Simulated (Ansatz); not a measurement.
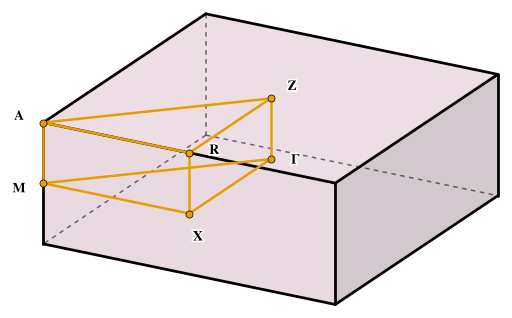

Crystal: Li2Ca2Pb, the input geometry of an electronic-structure calculation (not necessarily at equilibrium); the starting structure was generated, so it need not be a known form of this composition. The figure shows the first Brillouin zone with its special points and a band path. Geometry calculated from the standardised cell; symmetry tolerance 0.002 Å.

Labels and path follow the convention of Hinuma et al. (2017), as computed by seekpath.

Q: What lattice type do the shape and the labels point to?

A: A primitive tetragonal lattice (tP; extended symbol tP1). The zone is a parallelepiped in its combinatorial type: 6 faces (6 with 4 edges), 12 edges, 8 vertices.

Q: Write the standard path through the labelled points.

A: Γ–X–M–Γ–Z–R–A–Z | X–R | M–A
